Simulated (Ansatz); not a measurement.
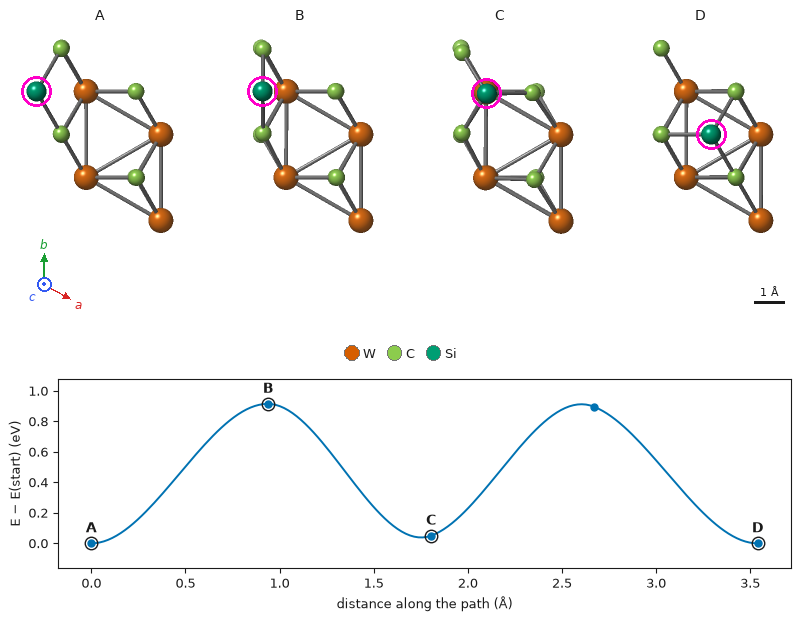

NEB run on Si on WC(001) (17 atoms in the cell). Images are numbered from 0 (start) to 4 (end). Frames A to D are images 0, 1, 2, 4. Style: ball-and-stick. Shown: the simulation cell, with the vacuum cut short (origin moved), along the c axis. The moving atom is ringed, with any periodic copies. Bonds to atoms that aren't drawn are left out.

Theory: DFT PBE, scalar-relativistic, plane waves, PAW (Ansatz). Set-up: plane-wave cutoff 420 eV; k-point mesh 3 × 3 × 1; Gaussian smearing 0.05 eV; 4 atoms held fixed; 3 movable images; climbing image; force threshold 0.05 eV/Å; iteration limit 80; spring constant 2.0 eV/Å²; optimiser L-BFGS; starting path by image-dependent pair potential.

### Describe the mechanism and the energy profile.

The adsorbate starts on a top site and hops by a lattice vector of the surface; other mechanisms, such as exchange with a surface atom, weren't searched. The path has more than one stage, and so few images may leave a stage unresolved. The Si atom travels furthest, 2.90 Å from end to end, on a path that bends up to 0.80 Å away from the straight line. At the highest image its nearest neighbour (C) is 1.86 Å away, against 1.88 Å at the start, and the surrounding atoms stand up to 0.12 Å off the mean of their end positions. Breaking: 2 C–Si (1.88–1.89 → 3.53–4.53 Å). Forming: C–Si (3.53 → 1.89 Å). The two ends have the same energy, and the highest point, image 1, lies 0.92 eV above the start. The profile has 2 maxima (images 1, 3) with a dip at image 2 (+0.05 eV), so the process runs in steps. The band converged in 28 iterations. The largest component of the band force went from 2.6 to 0.048 eV/Å. The climbing image converged on the top of the path. A check of its curvatures found one unstable direction (−4.2 eV/Å²), as a transition state must have.

Limits of the set-up: the periodic images lie only 5.8 Å apart, so the values are limited by the cell's size.

PAW datasets: the set soft_1.
